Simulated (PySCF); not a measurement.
**SeO2 (selenium dioxide) at r2SCAN/STO-3G**

What is the vertical ionisation energy of SeO2 (selenium dioxide) at r2SCAN/STO-3G? 

Program for the calculation: PySCF 2.14.0.

6 further runs of the same task are left out: 6 set aside as unsound or not needed.

### Step 1. Starting point

SeO2 has 3 atoms, charge 0, and is taken as a singlet. As SMILES, `O=[Se]=O`. The coordinates come from a PBE0-D4/def2-TZVP relaxation.

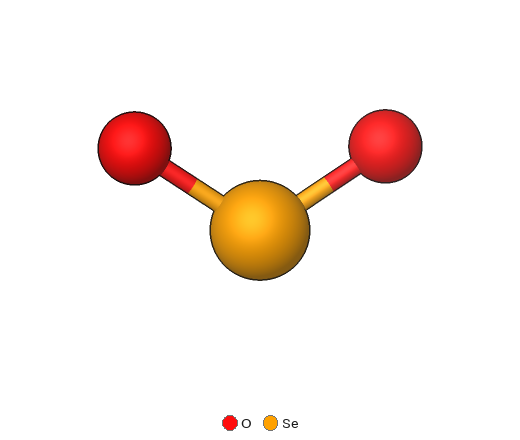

Viewed from a chosen angle; oxygen red, selenium orange.

### Step 2. A single-point energy at r2SCAN/STO-3G

Input file geometry.xyz:

```xyz
3
O2Se
O      0.450000    -1.291360     0.094840
Se    -0.515880    -0.067700    -0.261270
O      0.065880     1.359070     0.166440
```

Input file run.py:

```python
from pyscf import gto, dft

mol = gto.M(
    atom='geometry.xyz',
    verbose=4,
    max_memory=1860,
    basis='sto-3g',
    spin=0,
)

mf = dft.RKS(mol)
mf.xc = 'r2scan'
mf.conv_tol = 1e-10
mf.grids.level = 5
mf.kernel()
if not mf.converged:
    mf = mf.newton().run(mf.mo_coeff, mf.mo_occ)

e_final = mf.e_tot
print('Final energy', e_final)
```

Launch:

```
OMP_NUM_THREADS=1 python run.py
```

The log of the run:

```text
PySCF version 2.14.0

[INPUT] num. atoms = 3
[INPUT] num. electrons = 50
[INPUT] charge = 0
[INPUT] spin (= nelec alpha-beta = 2S) = 0
[INPUT] symmetry False subgroup None
[INPUT] Mole.unit = angstrom
[INPUT] Symbol           X                Y                Z      unit          X                Y                Z       unit  Magmom
[INPUT]  1 O      0.450000000000  -1.291360000000   0.094840000000 AA    0.850376756054  -2.440316728218   0.179221625654 Bohr   0.0
[INPUT]  2 Se    -0.515880000000  -0.067700000000  -0.261270000000 AA   -0.974871913141  -0.127934458633  -0.493728744565 Bohr   0.0
[INPUT]  3 O      0.065880000000   1.359070000000   0.166440000000 AA    0.124495157086   2.568270084113   0.314526016173 Bohr   0.0

nuclear repulsion = 192.664803130681
number of shells = 14
number of NR pGTOs = 84
number of NR cGTOs = 28
basis = sto-3g
ecp = {}

******** <class 'pyscf.dft.rks.RKS'> ********
method = RKS
initial guess = minao
damping factor = 0
level_shift factor = 0
DIIS = <class 'pyscf.scf.diis.CDIIS'>
diis_start_cycle = 1
diis_space = 8
diis_damp = 0
SCF conv_tol = 1e-10
SCF conv_tol_grad = None
SCF max_cycles = 50
direct_scf = True
direct_scf_tol = 1e-13
XC library pyscf.dft.libxc version 7.0.0
    S. Lehtola, C. Steigemann, M. J.T. Oliveira, and M. A.L. Marques.,  SoftwareX 7, 1–5 (2018)
XC functionals = r2scan
    J. W. Furness, A. D. Kaplan, J. Ning, J. P. Perdew, and J. Sun.,  J. Phys. Chem. Lett. 11, 8208-8215 (2020)
    J. W. Furness, A. D. Kaplan, J. Ning, J. P. Perdew, and J. Sun.,  J. Phys. Chem. Lett. 11, 9248-9248 (2020)
    J. W. Furness, A. D. Kaplan, J. Ning, J. P. Perdew, and J. Sun.,  J. Phys. Chem. Lett. 11, 8208-8215 (2020)
    J. W. Furness, A. D. Kaplan, J. Ning, J. P. Perdew, and J. Sun.,  J. Phys. Chem. Lett. 11, 9248-9248 (2020)
radial grids:
    Treutler-Ahlrichs [JCP 102, 346 (1995); DOI:10.1063/1.469408] (M4) radial grids

becke partition: Becke, JCP 88, 2547 (1988); DOI:10.1063/1.454033
pruning grids: <function nwchem_prune>
grids dens level: 5
symmetrized grids: False
atomic radii adjust function: <function treutler_atomic_radii_adjust>
small_rho_cutoff = 0
Set gradient conv threshold to 1e-05
Initial guess from minao.
tot grids = 130696
init E= -2520.69812732522
  HOMO = -0.482866695383701  LUMO = -0.364907916044917  gap/eV = 3.20982
cycle= 1 E= -2523.00247912679  delta_E= -2.3  |g|= 0.528  |ddm|= 3.02
  HOMO = 0.01906228033101  LUMO = 0.0649906565752038  gap/eV = 1.24977
cycle= 2 E= -2522.87701428101  delta_E= 0.125  |g|= 0.704  |ddm|= 2.12
  HOMO = -0.0958916451510542  LUMO = -0.0196619481671848  gap/eV = 2.07432
cycle= 3 E= -2523.11500954092  delta_E= -0.238  |g|= 0.0356  |ddm|= 1.41
  HOMO = -0.094989995633885  LUMO = -0.0209422169504334  gap/eV = 2.01494
cycle= 4 E= -2523.11552339345  delta_E= -0.000514  |g|= 0.004  |ddm|= 0.057
  HOMO = -0.0947473382714859  LUMO = -0.0208880431051317  gap/eV = 2.00981
cycle= 5 E= -2523.1154034959  delta_E= 0.00012  |g|= 0.0212  |ddm|= 0.0256
  HOMO = -0.0947150054804477  LUMO = -0.0208829920394771  gap/eV = 2.00907
cycle= 6 E= -2523.11552901701  delta_E= -0.000126  |g|= 7.03e-05  |ddm|= 0.0225
  HOMO = -0.0947187904052924  LUMO = -0.0208875055388599  gap/eV = 2.00905
cycle= 7 E= -2523.1155290192  delta_E= -2.2e-09  |g|= 6.63e-06  |ddm|= 0.000161
  HOMO = -0.0947176314927681  LUMO = -0.020886531019903  gap/eV = 2.00905
cycle= 8 E= -2523.11552901922  delta_E= -1.64e-11  |g|= 4.49e-07  |ddm|= 1.1e-05
  HOMO = -0.0947175081846946  LUMO = -0.0208864604008905  gap/eV = 2.00905
Extra cycle  E= -2523.11552901922  delta_E= -2.73e-12  |g|= 1.46e-06  |ddm|= 2.44e-06
converged SCF energy = -2523.11552901922
Final energy -2523.115529019222
```

It took 4.2 s on 1 thread of AMD EPYC 7R13 (Zen 3), shared host; peak memory 0.23 GiB.

### Step 3. The doublet cation

Input file input.py:

```python
from pyscf import gto, dft

molecule = gto.M(
    atom='''
O      0.850377    -2.440317     0.179222
Se    -0.974872    -0.127934    -0.493729
O      0.124495     2.568270     0.314526
''',
    unit='bohr',
    charge=1,
    verbose=3,
    basis='sto-3g',
    spin=1,
    max_memory=1860,
)

ks = dft.UKS(molecule, xc='r2scan')
ks.grids.level = 5
ks.conv_tol = 1e-10
ks.kernel()
if not ks.converged:
    ks = ks.newton().run(ks.mo_coeff, ks.mo_occ)

e_tot = ks.e_tot
print(f'total energy: {e_tot:.8f} hartree')
```

Launch:

```
OMP_NUM_THREADS=1 python input.py
```

The log of the run:

```text
WARN: HOMO -0.482866683849728 >= LUMO -0.482866683849731

converged SCF energy = -2522.83981860232  <S^2> = 0.76066444  2S+1 = 2.0106362
total energy: -2522.83981860 hartree
```

It took 7.5 s on 1 thread of AMD EPYC 7R13 (Zen 3), shared host; peak memory 0.24 GiB.

### Step 4. Summary of results

Level: r2SCAN/STO-3G.

```
                                          quantity           value
                        singlet SeO2: total energy  -2523.11553 Eh
                       singlet SeO2: dipole moment          1.28 D
                         singlet SeO2: HOMO energy        -2.58 eV
                         singlet SeO2: LUMO energy        -0.57 eV
                       singlet SeO2: HOMO–LUMO gap         2.01 eV
                      doublet cation: total energy  -2522.83982 Eh
doublet cation: HOMO energy (highest over α and β)       -13.59 eV
 doublet cation: LUMO energy (lowest over α and β)       -12.28 eV
                              doublet cation: ⟨S²⟩           0.761
vertical ionisation energy (to the doublet cation)        7.502 eV
```

**Reading.** Removing an electron at fixed nuclei costs 7.50 eV (724 kJ/mol). −ε(HOMO) before ionisation, 2.58 eV, is 4.93 eV below this ionisation energy. In a minimal basis such a difference can be off by several eV, whatever the method. Mulliken charges (singlet SeO2) run from -0.34 on O1 to +0.68 on Se2; they depend strongly on the basis.
